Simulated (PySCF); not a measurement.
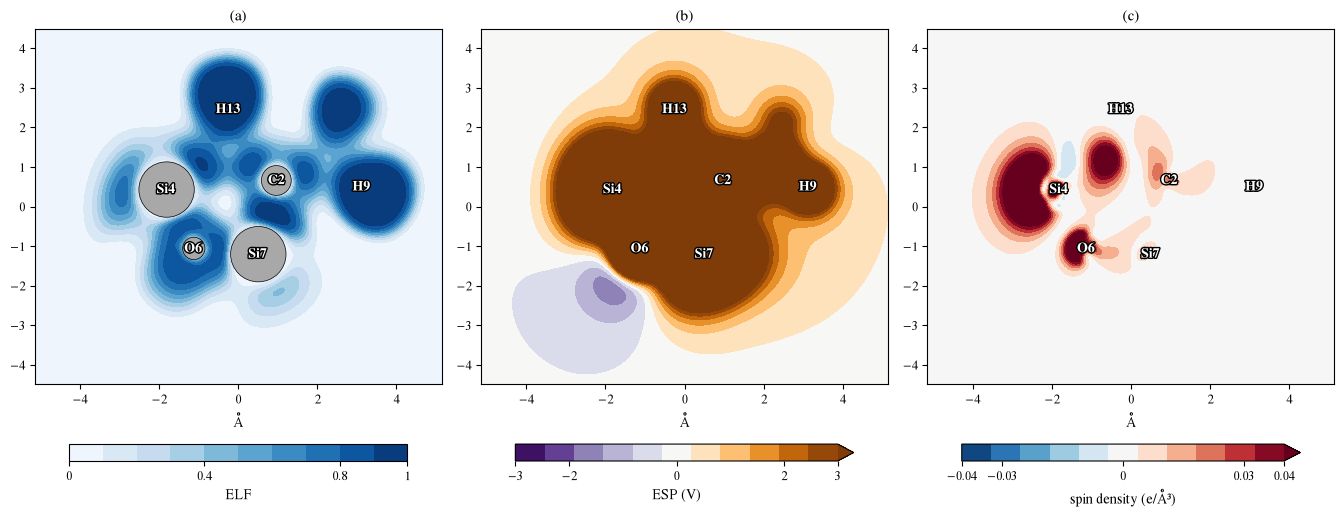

*C₃H₈ClOSi₂ (doublet). (a) ELF; (b) molecular electrostatic potential; (c) spin density on the plane of atoms C2, Si7 and O6. Grey discs cover the atomic cores in the ELF map.*

Geometry: GFN2-xTB.

Method: UKS B3LYP, pcH-1 on C Cl H O Si, non-relativistic, mean-field spin-orbit, GIAO in PySCF 2.14.0, density-fitted response routines.

```xyz
15

C    -1.6746   -0.6613   -0.5342
C    -0.2481   -0.4597   -0.0364
C     0.6444    0.1551   -1.1296
Si    2.1305    0.9804   -0.2329
Cl    3.6798   -0.2756    0.1404
O     1.4033    1.2744    1.2152
Si   -0.0721    0.6365    1.5270
H    -2.1329    0.2926   -0.7882
H    -2.2792   -1.1336    0.2372
H    -1.6936   -1.2946   -1.4207
H     0.1621   -1.4482    0.2054
H     0.0742    0.9103   -1.6731
H     0.9595   -0.5914   -1.8594
H    -1.0090    1.7515    1.5680
H     0.0513   -0.1285    2.7593
```

**What does the map show?**

The section cuts through C, Si, O and H sites. Si–O (1.64 Å): the ELF peaks at about 0.85 between the atoms, as expected for a polar covalent bond. C–Si (1.92 Å): the ELF peaks at about 0.95 between the atoms (localised, covalent bonding). The ELF also peaks beside O6, away from the bonds: non-bonding electrons, paired or unpaired. The unpaired spin (1 electron) lies mostly on Si4 (about 0.7), Cl5 (about 0.1) and C3 (about 0.1), in electrons by Hirshfeld's partition. Outside the dense part of the molecule the potential is most negative (−1.7 V) near O6.
